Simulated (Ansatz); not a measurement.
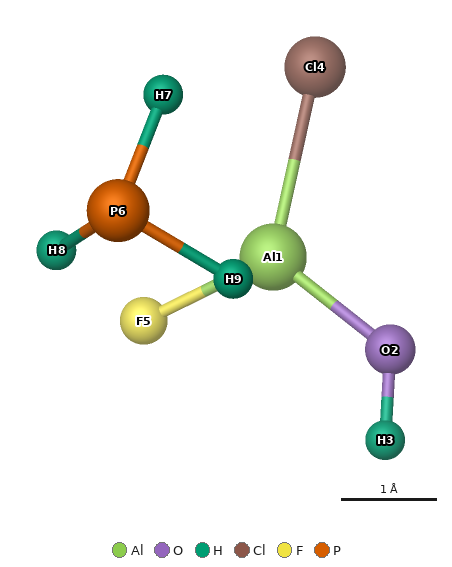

Fig. 1: The starting structure (ball-and-stick view, seen at a tilt; atoms are numbered from 1 in the order of the input). Sticks mark near contacts. Bond lengths as drawn: Al–Cl 2.09 Å, Al–F 1.67 Å, Al–O 1.69 Å, H–O 0.96 Å and H–P 1.43 to 1.44 Å.

## Run report: AlPH4ClOF, nudged elastic band

- system: AlPH4ClOF
- method: RKS r2SCAN/def2-SVP (Ansatz 0.2.0)

It belongs to a series of runs on one base structure; here: band between the two ends. Figures and captions count atoms from 1; the log counts them from 0 in places.

Log:
```
Engine: ansatz 0.2.0, aarch64-unknown-linux-gnu
Functional definition: r2SCAN
  parameter k0 = 0.174
  parameter k1 = 0.065
  parameter a1 = 4.9479
  exchange = r2scan_x(k0 = k0, k1 = k1, a1 = a1)
  correlation = r2scan_c
1118 factors; their error is unknown
mean field evaluation 1: about -33218.5084 eV, gradient 6.4e1 eV
mean field evaluation 2: about -33187.1473 eV, gradient 1.4e2 eV
mean field evaluation 4: about -33225.4726 eV, gradient 1.1e1 eV
mean field evaluation 8: about -33225.6729 eV, gradient 1.7e-1 eV
mean field evaluation 16: about -33225.6243 eV, gradient 5.8e-5 eV
mean field -33225.62434108 eV, -1221.0191733975 hartree, gradient 1.2e-5 eV, S^2 0.000000; 0 other end points of the search recorded, 0 dependent functions left out
the calculation of the forces begins
reference -33225.62435255 eV, -1221.0191738192 hartree; 33, 33 occupied and 69, 69 virtual orbitals, 1118 factors
1118 factors; their error is unknown
mean field evaluation 32: about -33225.8301 eV, gradient 2.4e-4 eV
mean field -33225.83014309 eV, -1221.0267364821 hartree, gradient 2.0e-5 eV, S^2 0.000000; 0 other end points of the search recorded, 0 dependent functions left out
[... from here on the field's lines of each further geometry are left out, up to the last ...]
NEB iter   1: max|band force component| = 1.104e1 eV/Å  barrier→ = 4.0787 eV  barrier← = 4.2845 eV  Δτ_max = 0.1983 Å  (305 SCF iters)
NEB iter   2: max|band force component| = 4.376e0 eV/Å  barrier→ = 2.1227 eV  barrier← = 2.3285 eV  Δτ_max = 0.2000 Å  (309 SCF iters)
NEB iter   3: max|band force component| = 1.989e0 eV/Å  barrier→ = 1.1835 eV  barrier← = 1.3893 eV  Δτ_max = 0.2000 Å  (288 SCF iters)
NEB iter   4: max|band force component| = 1.113e0 eV/Å  barrier→ = 0.9102 eV  barrier← = 1.1160 eV  Δτ_max = 0.2000 Å  (265 SCF iters)
NEB iter   5: max|band force component| = 4.376e-1 eV/Å  barrier→ = 0.7693 eV  barrier← = 0.9751 eV  CI = image 4  Δτ_max = 0.2000 Å  (261 SCF iters)
NEB iter   6: max|band force component| = 2.748e-1 eV/Å  barrier→ = 0.6961 eV  barrier← = 0.9019 eV  CI = image 4  Δτ_max = 0.1736 Å  (260 SCF iters)
NEB iter   7: max|band force component| = 3.691e-1 eV/Å  barrier→ = 0.6758 eV  barrier← = 0.8816 eV  CI = image 4  Δτ_max = 0.0869 Å  (259 SCF iters)
NEB iter   8: max|band force component| = 2.958e-1 eV/Å  barrier→ = 0.6643 eV  barrier← = 0.8701 eV  CI = image 4  Δτ_max = 0.0867 Å  (264 SCF iters)
NEB iter   9: max|band force component| = 1.496e-1 eV/Å  barrier→ = 0.6565 eV  barrier← = 0.8623 eV  CI = image 4  Δτ_max = 0.1729 Å  (263 SCF iters)
NEB iter  10: max|band force component| = 1.088e-1 eV/Å  barrier→ = 0.6516 eV  barrier← = 0.8574 eV  CI = image 4  Δτ_max = 0.1069 Å  (256 SCF iters)
NEB iter  11: max|band force component| = 8.635e-2 eV/Å  barrier→ = 0.6489 eV  barrier← = 0.8548 eV  CI = image 4  Δτ_max = 0.0456 Å  (258 SCF iters)
NEB iter  12: max|band force component| = 7.819e-2 eV/Å  barrier→ = 0.6479 eV  barrier← = 0.8537 eV  CI = image 4  Δτ_max = 0.0322 Å  (268 SCF iters)
NEB iter  13: max|band force component| = 6.901e-2 eV/Å  barrier→ = 0.6475 eV  barrier← = 0.8533 eV  CI = image 4  Δτ_max = 0.0284 Å  (266 SCF iters)
NEB iter  14: max|band force component| = 5.741e-2 eV/Å  barrier→ = 0.6474 eV  barrier← = 0.8532 eV  CI = image 4  Δτ_max = 0.0134 Å  (273 SCF iters)
the calculation of the forces begins
reference -33225.82099623 eV, -1221.0264003410 hartree; 33, 33 occupied and 69, 69 virtual orbitals, 1118 factors
1118 factors; their error is unknown
mean field evaluation 1248: about -33224.9770 eV, gradient 1.5e-3 eV
mean field -33224.97702443 eV, -1220.9953849497 hartree, gradient 8.7e-6 eV, S^2 0.000000; 1 other end points of the search recorded, 0 dependent functions left out
the calculation of the forces begins
reference -33224.97703578 eV, -1220.9953853666 hartree; 33, 33 occupied and 69, 69 virtual orbitals, 1118 factors
NEB iter  15: max|band force component| = 3.580e-2 eV/Å  barrier→ = 0.6473 eV  barrier← = 0.8531 eV  CI = image 4  Δτ_max = 0.0000 Å  (500 SCF iters)
```

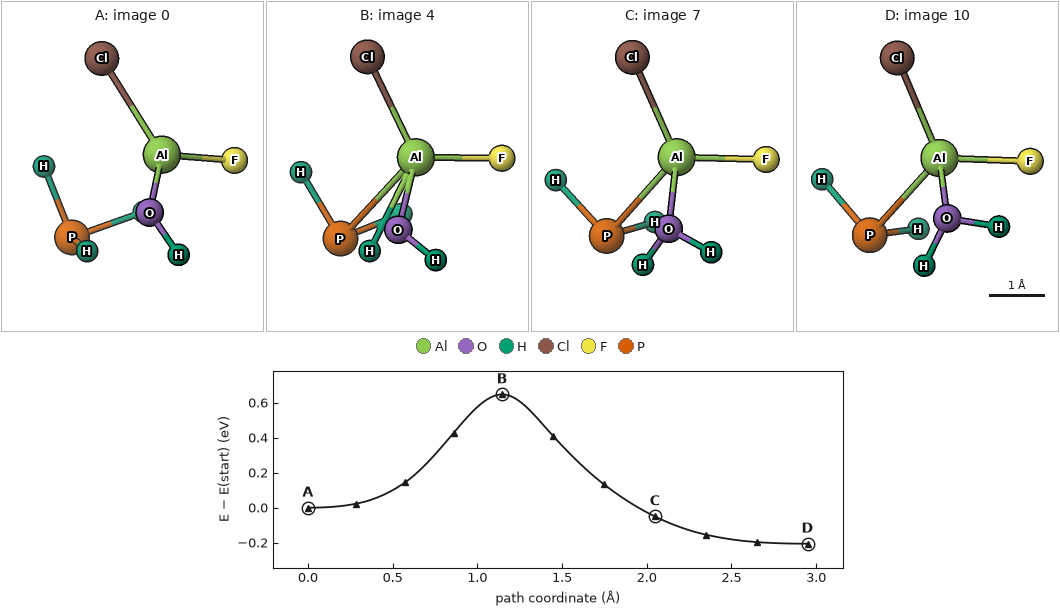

Fig. 2: Images of the last band (counted from 0; ball-and-stick, seen at a tilt) above the energy along the path; the line is a cubic interpolation that uses the forces. The highest image is number 4, 0.647 eV above the start and 0.853 eV above the end (the climbing image); the end lies 0.206 eV below the start. The path is 2.95 Å long. The band converged in 15 iterations.

```
Total energy: -33224.97703578 eV, -1220.9953853666 hartree
Atom 0 at     0.326582     0.381149     0.173657 Å, force    -0.000606    -0.007336     0.006443 eV/Å
Atom 1 at    -0.167326    -0.142108     1.839491 Å, force    -0.002689     0.012438    -0.008672 eV/Å
Atom 2 at    -1.059231    -0.441674     2.071290 Å, force     0.002345    -0.006942     0.001207 eV/Å
Atom 3 at     2.087717    -0.477708    -0.583394 Å, force    -0.001617     0.000393    -0.000841 eV/Å
Atom 4 at    -0.993135     0.508512    -0.839449 Å, force     0.000380     0.000403    -0.000212 eV/Å
Atom 5 at     0.685365     2.626161     1.354972 Å, force     0.002894     0.001631     0.005623 eV/Å
Atom 6 at     1.970264     2.363344     0.797830 Å, force    -0.001620     0.000332     0.000080 eV/Å
Atom 7 at     0.013825     2.900541     0.125993 Å, force     0.000036     0.000673    -0.004610 eV/Å
Atom 8 at     0.078238     1.134383     1.930712 Å, force     0.000878    -0.001591     0.000980 eV/Å
Dipole moment:    -0.283528     0.100411     0.454528 e Å
this run last wrote the band of iteration 15 to [file]
```

The last band as extended XYZ (Å, eV, eV/Å):
```
9
Properties=species:S:1:pos:R:3:forces:R:3 image=0 energy=-33225.62434
Al    0.1736    0.0492    0.2685   -0.0169   0.0036  -0.0275
O    -0.2583   -0.6470    1.7521   -0.0147   0.0109   0.0186
H    -1.1365   -0.6151    2.1422    0.0107  -0.0090  -0.0045
Cl    2.0666   -0.3815   -0.5068    0.0105  -0.0049  -0.0014
F    -0.9787    0.6777   -0.7587    0.0108  -0.0036   0.0119
P     0.7987    2.9531    1.2617   -0.0012  -0.0279  -0.0201
H     1.9364    2.3403    0.6543   -0.0040   0.0070   0.0152
H    -0.0448    2.7286    0.1297   -0.0048   0.0132   0.0104
H     0.3853    1.7472    1.9281    0.0096   0.0109  -0.0026
9
Properties=species:S:1:pos:R:3:forces:R:3 image=1 energy=-33225.60130
Al    0.1986    0.0866    0.2463   -0.0220  -0.0675  -0.0059
O    -0.1975   -0.5361    1.7789   -0.0352  -0.1178  -0.0193
H    -1.0833   -0.5122    2.1523   -0.0167  -0.0305   0.0142
Cl    2.0670   -0.3962   -0.5607    0.0114   0.0284   0.0179
F    -0.9921    0.6146   -0.7919    0.0139   0.0490   0.0186
P     0.7591    2.8847    1.3149    0.0223   0.0608  -0.0266
H     1.9232    2.2998    0.7315   -0.0030   0.0004  -0.0118
H    -0.0268    2.7701    0.1270   -0.0049  -0.0214  -0.0077
H     0.2941    1.6414    1.8730    0.0342   0.0986   0.0206
9
Properties=species:S:1:pos:R:3:forces:R:3 image=2 energy=-33225.48005
Al    0.2385    0.1741    0.2349   -0.0826  -0.2560   0.0545
O    -0.1560   -0.3753    1.8132   -0.0487  -0.3439  -0.0865
H    -1.0635   -0.4777    2.1159   -0.0495  -0.0592   0.0244
Cl    2.0727   -0.4215   -0.5839    0.0091   0.0924   0.0292
F    -1.0020    0.5523   -0.8110    0.0289   0.1085  -0.0016
P     0.7177    2.7916    1.3556    0.0555   0.2460  -0.0038
H     1.9226    2.3043    0.7653   -0.0471  -0.0730   0.0120
H    -0.0288    2.8013    0.1364   -0.0130  -0.1037   0.0295
H     0.2412    1.5034    1.8445    0.1475   0.3889  -0.0578
9
Properties=species:S:1:pos:R:3:forces:R:3 image=3 energy=-33225.19717
Al    0.2825    0.2822    0.2116   -0.1608  -0.3908   0.1379
O    -0.1564   -0.2379    1.8274   -0.0356  -0.4096  -0.1263
H    -1.0551   -0.4621    2.0929   -0.0628  -0.1182  -0.0206
Cl    2.0798   -0.4553   -0.5844    0.0012   0.1090   0.0218
F    -0.9994    0.5183   -0.8281    0.0384   0.1203  -0.0255
P     0.6907    2.6914    1.3667    0.0248   0.2373   0.1290
H     1.9427    2.3316    0.7828   -0.0899  -0.1589   0.0607
H    -0.0130    2.8481    0.1320   -0.0467  -0.1858   0.0767
H     0.1706    1.3363    1.8703    0.3314   0.7967  -0.2537
9
Properties=species:S:1:pos:R:3:forces:R:3 image=4 energy=-33224.97702
Al    0.3266    0.3811    0.1737   -0.0006  -0.0073   0.0064
O    -0.1673   -0.1421    1.8395   -0.0027   0.0124  -0.0087
H    -1.0592   -0.4417    2.0713    0.0023  -0.0069   0.0012
Cl    2.0877   -0.4777   -0.5834   -0.0016   0.0004  -0.0008
F    -0.9931    0.5085   -0.8394    0.0004   0.0004  -0.0002
P     0.6854    2.6262    1.3550    0.0029   0.0016   0.0056
H     1.9703    2.3633    0.7978   -0.0016   0.0003   0.0001
H     0.0138    2.9005    0.1260    0.0000   0.0007  -0.0046
H     0.0782    1.1344    1.9307    0.0009  -0.0016   0.0010
9
Properties=species:S:1:pos:R:3:forces:R:3 image=5 energy=-33225.21437
Al    0.3615    0.4697    0.1378    0.1422   0.3148  -0.1179
O    -0.1719   -0.1153    1.8560    0.0163   0.1180   0.0796
H    -1.0691   -0.4204    2.0687   -0.0040   0.0794   0.0258
Cl    2.0768   -0.5049   -0.5919   -0.0153  -0.0923  -0.0045
F    -1.0019    0.4967   -0.8287   -0.0249  -0.1091   0.0561
P     0.7033    2.5969    1.3080    0.0318  -0.0865  -0.2113
H     2.0102    2.4182    0.7798    0.1205   0.2438  -0.1040
H     0.0505    2.9803    0.1035    0.0951   0.2818  -0.1279
H    -0.0171    0.9313    2.0380   -0.3618  -0.7498   0.4041
9
Properties=species:S:1:pos:R:3:forces:R:3 image=6 energy=-33225.49077
Al    0.3796    0.5057    0.1267    0.0537   0.1152  -0.0494
O    -0.1806   -0.1300    1.8822   -0.0320  -0.0775   0.0159
H    -1.0829   -0.4293    2.0761   -0.0509  -0.0690  -0.0461
Cl    2.0589   -0.5609   -0.5723   -0.0321  -0.0919   0.0144
F    -1.0198    0.4331   -0.7892   -0.0247  -0.1023   0.0681
P     0.7235    2.5930    1.2108    0.0473  -0.0315  -0.1773
H     2.0526    2.5279    0.7138    0.1085   0.2762  -0.0942
H     0.0909    3.0913    0.0388    0.1082   0.3063  -0.0962
H    -0.0799    0.8219    2.1842   -0.1779  -0.3255   0.3648
9
Properties=species:S:1:pos:R:3:forces:R:3 image=7 energy=-33225.67418
Al    0.3850    0.5167    0.1250    0.0221   0.0286  -0.0065
O    -0.1876   -0.1466    1.8954   -0.0255  -0.0439  -0.0015
H    -1.0875   -0.4781    2.0441   -0.0262  -0.0907  -0.0851
Cl    2.0339   -0.6179   -0.5491   -0.0353  -0.0765   0.0283
F    -1.0445    0.3666   -0.7362   -0.0312  -0.0749   0.0609
P     0.7478    2.6117    1.1240    0.0438   0.0156  -0.1033
H     2.0868    2.6516    0.6480    0.0633   0.1881  -0.0646
H     0.1302    3.2128   -0.0081    0.0724   0.2112  -0.0504
H    -0.1217    0.7356    2.3280   -0.0835  -0.1576   0.2223
9
Properties=species:S:1:pos:R:3:forces:R:3 image=8 energy=-33225.77834
Al    0.3855    0.5339    0.1364    0.0054   0.0129   0.0270
O    -0.1790   -0.1662    1.9076   -0.0168   0.0047  -0.0018
H    -1.0737   -0.5364    1.9829   -0.0026  -0.0617  -0.0872
Cl    1.9939   -0.6679   -0.5254   -0.0170  -0.0434   0.0237
F    -1.0798    0.3152   -0.6518   -0.0226  -0.0329   0.0490
P     0.7785    2.6553    1.0481    0.0286   0.0429  -0.0463
H     2.1119    2.7607    0.5606    0.0241   0.0699  -0.0372
H     0.1594    3.3201   -0.0498    0.0265   0.0836  -0.0210
H    -0.1543    0.6378    2.4625   -0.0255  -0.0759   0.0937
9
Properties=species:S:1:pos:R:3:forces:R:3 image=9 energy=-33225.82098
Al    0.3983    0.5630    0.1796   -0.0122   0.0155   0.0225
O    -0.1646   -0.1931    1.9297   -0.0098   0.0275  -0.0141
H    -1.0615   -0.5647    1.8740    0.0037  -0.0164  -0.0302
Cl    1.9651   -0.6896   -0.4908    0.0097  -0.0156   0.0032
F    -1.1055    0.2939   -0.5263    0.0004  -0.0031   0.0275
P     0.8199    2.7184    0.9904    0.0108   0.0097  -0.0093
H     2.1277    2.8293    0.4342    0.0046   0.0119  -0.0184
H     0.1588    3.3625   -0.0976    0.0042   0.0159  -0.0144
H    -0.1959    0.5330    2.5778   -0.0114  -0.0455   0.0332
9
Properties=species:S:1:pos:R:3:forces:R:3 image=10 energy=-33225.83014
Al    0.4253    0.5919    0.2281    0.0062  -0.0046   0.0262
O    -0.1842   -0.2145    1.9393   -0.0072   0.0069   0.0005
H    -1.0933   -0.5279    1.7866    0.0104   0.0036   0.0061
Cl    1.9847   -0.6815   -0.4274   -0.0028   0.0013  -0.0018
F    -1.0905    0.3017   -0.4515   -0.0069  -0.0018  -0.0100
P     0.8780    2.7669    0.9536    0.0047  -0.0049  -0.0229
H     2.1224    2.8615    0.2603   -0.0146   0.0056   0.0056
H     0.1124    3.3485   -0.1042    0.0111   0.0040   0.0090
H    -0.2124    0.4060    2.6863   -0.0010  -0.0100  -0.0127
```

This output came from the following input.

The input:
```yaml
crystal:
  periodic: [false, false, false]
  atoms:
    - { symbol: Al, position_ang: [0.17364, 0.049214, 0.26852] }
    - { symbol: O, position_ang: [-0.258296, -0.646978, 1.752103] }
    - { symbol: H, position_ang: [-1.136528, -0.615134, 2.142184] }
    - { symbol: Cl, position_ang: [2.066649, -0.381503, -0.50679] }
    - { symbol: F, position_ang: [-0.978733, 0.67775, -0.758659] }
    - { symbol: P, position_ang: [0.798707, 2.95308, 1.261658] }
    - { symbol: H, position_ang: [1.936386, 2.340334, 0.65432] }
    - { symbol: H, position_ang: [-0.044833, 2.728613, 0.129709] }
    - { symbol: H, position_ang: [0.385308, 1.747225, 1.928056] }
basis:
  gaussian: { orbitals: def2-SVP }
hamiltonian:
  xc: r2scan
neb:
  order_check: false
  images: 9
  f_tol: 0.05
  max_iterations: 60
  final_atoms:
    - { symbol: Al, position_ang: [0.42525445, 0.59190585, 0.22814922] }
    - { symbol: O, position_ang: [-0.18419152, -0.21454241, 1.93926639] }
    - { symbol: H, position_ang: [-1.09329605, -0.52789208, 1.78655421] }
    - { symbol: Cl, position_ang: [1.98469225, -0.68149758, -0.42735646] }
    - { symbol: F, position_ang: [-1.09046515, 0.30172192, -0.45149068] }
    - { symbol: P, position_ang: [0.87796893, 2.76692626, 0.95356706] }
    - { symbol: H, position_ang: [2.12235249, 2.86148844, 0.2603091] }
    - { symbol: H, position_ang: [0.11238437, 3.34848537, -0.10421678] }
    - { symbol: H, position_ang: [-0.21239978, 0.40600523, 2.68631894] }
  initial_path:
    images:
      - { positions_ang: [[0.17364, 0.049214, 0.26852], [-0.258296, -0.646978, 1.752103], [-1.136528, -0.615134, 2.142184], [2.066649, -0.381503, -0.50679], [-0.978733, 0.67775, -0.758659], [0.798707, 2.95308, 1.261658], [1.936386, 2.340334, 0.65432], [-0.044833, 2.728613, 0.129709], [0.385308, 1.747225, 1.928056]] }
      - { positions_ang: [[0.14458845, 0.04190748, 0.2093423], [-0.21241011, -0.52334238, 1.82197399], [-1.09819391, -0.55678329, 2.19542134], [2.05107783, -0.29548789, -0.62334481], [-1.06535287, 0.54587884, -0.78921791], [0.74651412, 2.83967617, 1.17863128], [1.86436843, 2.33680537, 0.88604328], [0.15360264, 2.82516675, 0.05696941], [0.35810541, 1.63877995, 1.93528211]] }
      - { positions_ang: [[0.11553691, 0.03460096, 0.15016461], [-0.16652422, -0.39970677, 1.89184497], [-1.05985981, -0.49843259, 2.24865868], [2.03550666, -0.20947278, -0.73989962], [-1.15197275, 0.41400769, -0.81977681], [0.69432125, 2.72627235, 1.09560456], [1.79235085, 2.33327674, 1.11776656], [0.35203828, 2.9217205, -0.01577018], [0.33090282, 1.5303349, 1.94250822]] }
      - { positions_ang: [[0.08648536, 0.02729445, 0.09098691], [-0.12063833, -0.27607115, 1.96171596], [-1.02152572, -0.44008188, 2.30189602], [2.0199355, -0.12345767, -0.85645443], [-1.23859262, 0.28213653, -0.85033572], [0.64212837, 2.61286852, 1.01257784], [1.72033328, 2.3297481, 1.34948985], [0.55047392, 3.01827425, -0.08850976], [0.30370024, 1.42188985, 1.94973434]] }
      - { positions_ang: [[0.05743382, 0.01998793, 0.03180922], [-0.07475244, -0.15243554, 2.03158694], [-0.98319162, -0.38173118, 2.35513336], [2.00436433, -0.03744255, -0.97300923], [-1.3252125, 0.15026538, -0.88089463], [0.58993549, 2.4994647, 0.92955112], [1.64831571, 2.32621947, 1.58121313], [0.74890957, 3.114828, -0.16124935], [0.27649765, 1.3134448, 1.95696045]] }
      - { positions_ang: [[0.02838227, 0.01268141, -0.02736848], [-0.02886655, -0.02879992, 2.10145793], [-0.94485753, -0.32338047, 2.4083707], [1.98879316, 0.04857256, -1.08956404], [-1.41183237, 0.01839422, -0.91145354], [0.53774262, 2.38606087, 0.8465244], [1.57629813, 2.32269084, 1.81293641], [0.94734521, 3.21138175, -0.23398894], [0.24929506, 1.20499975, 1.96418656]] }
      - { positions_ang: [[0.10775671, 0.1285263, 0.02373506], [-0.05993155, -0.06594842, 2.06901962], [-0.97454523, -0.36428279, 2.2840074], [1.98797298, -0.09744147, -0.95712253], [-1.34755893, 0.07505976, -0.81946096], [0.60578788, 2.46223395, 0.86793293], [1.685509, 2.43045036, 1.50241095], [0.78035304, 3.23880247, -0.20803451], [0.15695609, 1.04520084, 2.10861304]] }
      - { positions_ang: [[0.18713114, 0.24437119, 0.0748386], [-0.09099654, -0.10309692, 2.03658131], [-1.00423294, -0.40518512, 2.1596441], [1.9871528, -0.2434555, -0.82468101], [-1.28328548, 0.1317253, -0.72746839], [0.67383314, 2.53840703, 0.88934146], [1.79471988, 2.53820988, 1.19188549], [0.61336087, 3.2662232, -0.18208008], [0.06461713, 0.88540194, 2.25303951]] }
      - { positions_ang: [[0.26650558, 0.36021608, 0.12594214], [-0.12206153, -0.14024541, 2.004143], [-1.03392064, -0.44608744, 2.0352808], [1.98633261, -0.38946952, -0.6922395], [-1.21901204, 0.18839084, -0.63547582], [0.74187841, 2.6145801, 0.91075], [1.90393075, 2.6459694, 0.88136002], [0.44636871, 3.29364392, -0.15612564], [-0.02772184, 0.72560304, 2.39746599]] }
      - { positions_ang: [[0.34588002, 0.47606096, 0.17704568], [-0.15312653, -0.17739391, 1.97170469], [-1.06360834, -0.48698976, 1.91091751], [1.98551243, -0.53548355, -0.55979798], [-1.15473859, 0.24505638, -0.54348325], [0.80992367, 2.69075318, 0.93215853], [2.01314162, 2.75372892, 0.57083456], [0.27937654, 3.32106465, -0.13017121], [-0.12006081, 0.56580414, 2.54189247]] }
      - { positions_ang: [[0.42525445, 0.59190585, 0.22814922], [-0.18419152, -0.21454241, 1.93926639], [-1.09329605, -0.52789208, 1.78655421], [1.98469225, -0.68149758, -0.42735646], [-1.09046515, 0.30172192, -0.45149068], [0.87796893, 2.76692626, 0.95356706], [2.12235249, 2.86148844, 0.2603091], [0.11238437, 3.34848537, -0.10421678], [-0.21239978, 0.40600523, 2.68631894]] }
```

Run as:
```bash
ansatz run input.yaml --threads 4 --pin off --max-ram 5120MiB --backend cpu --events-out ev --progress --plain --runs-dir out
```

Key numbers:

- outcome: converged
- barrier, forward: 0.647 eV
- barrier, backward: 0.853 eV
- hardware: 4 threads of Arm Neoverse V2, 24 GiB of memory available, shared host
- wall time: 4.1 min (CPU time 16 min)
- peak memory: 0.18 GiB

The order of the saddle point was not checked.
